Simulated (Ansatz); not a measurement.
# Geometry relaxation, with input and output: CH3Ga

System: CH3Ga.
Method: RKS PBE0-D4/def2-TZVP (Ansatz 0.2.0).

Figures and captions count atoms from 1; the log counts them from 0 in places.

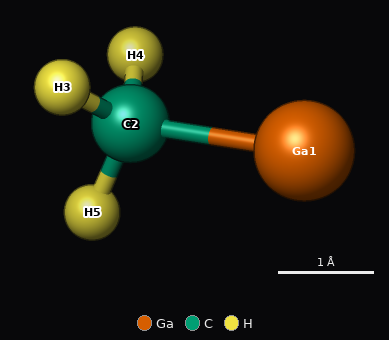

**Figure 1.** The structure as given in the input (ball-and-stick view, seen at a tilt; atoms are numbered from 1 in the order of the input). Sticks mark near contacts. Bond lengths as drawn: C–Ga 2.04 Å and C–H 1.10 Å.

## Input
```yaml
crystal:
  periodic: [false, false, false]
  atoms:
    - {symbol: Ga, position_ang: [0.674008, 1.179489, 1.668966]}
    - {symbol: C, position_ang: [0.588139, 1.825716, -0.260549]}
    - {symbol: H, position_ang: [0.842992, 2.890019, -0.329731]}
    - {symbol: H, position_ang: [1.290593, 1.274990, -0.897506]}
    - {symbol: H, position_ang: [-0.415368, 1.695749, -0.682474]}
basis:
  gaussian: {orbitals: def2-TZVP}
hamiltonian: {xc: pbe0, dispersion: d4}
relax: {f_tol: 0.005, max_steps: 200}
```

Run as:
```bash
ansatz run in.yaml --threads 4 --pin off --events-out ev --progress --plain --max-ram 9574MiB
```

## What the program printed
```
Functional definition: PBE0
  name "PBE0"
  cite "Adamo & Barone, J. Chem. Phys. 110, 6158 (1999) doi:10.1063/1.478522"
  cite "Perdew, Burke & Ernzerhof, Phys. Rev. Lett. 77, 3865 (1996) doi:10.1103/PhysRevLett.77.3865"
  parent pbe
  parameter a = 0.25
  parameter kappa = 0.804
  parameter beta = 0.06672455060314922
  exchange = (1 - a)*pbe_x(kappa = kappa, mu = beta*pi^2/3) + a*exact_x
  correlation = pbe_c(beta = beta)
725 factors; their error is unknown
mean field evaluation 1: about -53447.8193 eV, gradient 5.7e1 eV
mean field evaluation 2: about -53439.6991 eV, gradient 7.3e1 eV
mean field evaluation 4: about -53455.2782 eV, gradient 2.3e0 eV
mean field evaluation 8: about -53455.4689 eV, gradient 3.1e-2 eV
mean field -53455.46892063 eV, -1964.4522494151 hartree, gradient 6.9e-5 eV, S^2 0.000000; 0 other end points of the search recorded, 0 dependent functions left out
the calculation of the forces begins
reference -53455.46894351 eV, -1964.4522502559 hartree; 20, 20 occupied and 77, 77 virtual orbitals, 725 factors
relax step   1: F+E_penalty+E_count = -53455.52531465 eV  Δ(F+E_penalty+E_count) = +0.000e0 eV  max|allowed force component| = 2.785e-2 eV/Å  Δτ_max = 0.0000 Å  (24 SCF iters, accepted)
these checks for a lower state are left out or cut short: starts, cluster_reference, orbital_swaps, neighbouring_geometries, increment
725 factors; their error is unknown
mean field evaluation 16: about -53455.2835 eV, gradient 9.2e-5 eV
mean field -53455.46895112 eV, -1964.4522505356 hartree, gradient 2.7e-5 eV, S^2 0.000000; 0 other end points of the search recorded, 0 dependent functions left out
the calculation of the forces begins
reference -53455.46897400 eV, -1964.4522513761 hartree; 20, 20 occupied and 77, 77 virtual orbitals, 725 factors
relax step   2: F+E_penalty+E_count = -53455.52534831 eV  Δ(F+E_penalty+E_count) = -3.365e-5 eV  max|allowed force component| = 1.362e-2 eV/Å  Δτ_max = 0.0015 Å  (30 SCF iters, accepted)
these checks for a lower state are left out or cut short: starts, cluster_reference, orbital_swaps, neighbouring_geometries, increment
725 factors; their error is unknown
mean field -53455.46895885 eV, -1964.4522508197 hartree, gradient 2.7e-5 eV, S^2 0.000000; 0 other end points of the search recorded, 0 dependent functions left out
the calculation of the forces begins
reference -53455.46898172 eV, -1964.4522516601 hartree; 20, 20 occupied and 77, 77 virtual orbitals, 725 factors
relax step   3: F+E_penalty+E_count = -53455.52535837 eV  Δ(F+E_penalty+E_count) = -1.006e-5 eV  max|allowed force component| = 1.561e-4 eV/Å  Δτ_max = 0.0015 Å  (30 SCF iters, accepted)
725 factors; their error is unknown
mean field evaluation 32: about -53439.7474 eV, gradient 7.3e1 eV
```

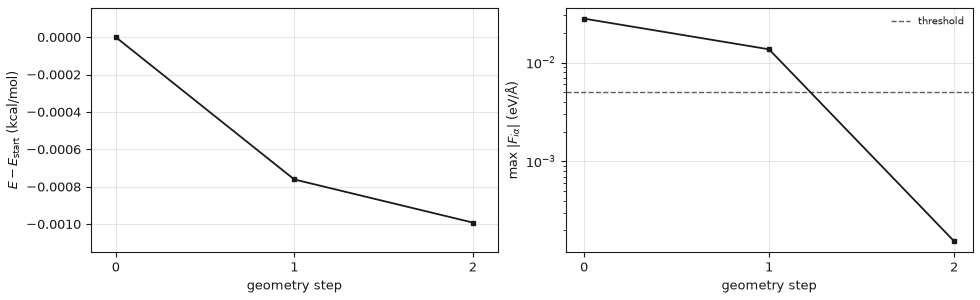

**Figure 2.** Progress of the relaxation, step by step (the first geometry is step 0 here and step 1 in the log). The energy falls by next to nothing (0.0 kcal/mol) in 2 geometry steps. Largest force component: 0.028 eV/Å at the start, 0.00016 eV/Å at the end. No atom moves by more than 0.005 Å after the best rigid fit.

```
mean field -53455.46895885 eV, -1964.4522508197 hartree, gradient 2.9e-5 eV, S^2 0.000000; 1 other end points of the search recorded, 0 dependent functions left out
the calculation of the forces begins
reference -53455.46898172 eV, -1964.4522516601 hartree; 20, 20 occupied and 77, 77 virtual orbitals, 725 factors
Total energy: -53455.52538124 eV, -1964.4543243039 hartree
Atom 0 at     0.673046     1.177966     1.667479 Å, force    -0.000060    -0.000064    -0.000141 eV/Å
Atom 1 at     0.589128     1.826704    -0.259294 Å, force     0.000050     0.000090    -0.000013 eV/Å
Atom 2 at     0.842540     2.891094    -0.332491 Å, force    -0.000014     0.000046    -0.000099 eV/Å
Atom 3 at     1.290430     1.274690    -0.896440 Å, force    -0.000001    -0.000034     0.000097 eV/Å
Atom 4 at    -0.414780     1.695509    -0.680548 Å, force     0.000026    -0.000038     0.000156 eV/Å
Dipole moment:    -0.003539     0.027309    -0.081140 e Å
```

## Trajectory as extended XYZ (Å, eV, eV/Å), 3 frames, from step=1 to step=3
```
5
Properties=species:S:1:pos:R:3:forces:R:3 step=1 energy=-53455.52531
Ga    0.6740    1.1795    1.6690   -0.0023   0.0029  -0.0194
C     0.5881    1.8257   -0.2605    0.0121  -0.0069   0.0278
H     0.8430    2.8900   -0.3297   -0.0041   0.0032  -0.0069
H     1.2906    1.2750   -0.8975   -0.0027  -0.0008   0.0003
H    -0.4154    1.6957   -0.6825   -0.0029   0.0015  -0.0019
5
Properties=species:S:1:pos:R:3:forces:R:3 step=2 energy=-53455.52535
Ga    0.6736    1.1788    1.6681   -0.0013   0.0009  -0.0082
C     0.5886    1.8261   -0.2599    0.0066   0.0005   0.0136
H     0.8427    2.8905   -0.3311   -0.0016   0.0001  -0.0031
H     1.2905    1.2748   -0.8969   -0.0007  -0.0010  -0.0008
H    -0.4150    1.6958   -0.6816   -0.0030  -0.0005  -0.0015
5
Properties=species:S:1:pos:R:3:forces:R:3 step=3 energy=-53455.52536
Ga    0.6730    1.1780    1.6675   -0.0001  -0.0001  -0.0001
C     0.5891    1.8267   -0.2593    0.0001   0.0001   0.0000
H     0.8425    2.8911   -0.3325    0.0000   0.0000  -0.0001
H     1.2904    1.2747   -0.8964    0.0000   0.0000   0.0001
H    -0.4148    1.6955   -0.6805    0.0000   0.0000   0.0002
```

## Key numbers

```tsv
quantity	value
outcome	converged
total energy	−53455.5254 eV
mean-field energy	−53455.4690 eV
dispersion energy	−0.0564 eV
SCF solution under orbital rotations	stable
largest force (length of the vector) at the end	under 0.001 eV/Å
dipole moment	0.41 D
hardware	4 threads of Arm Neoverse N1, 23 GiB of memory available, shared host
wall time	3.9 s (CPU time 14 s)
peak memory	0.44 GiB
```
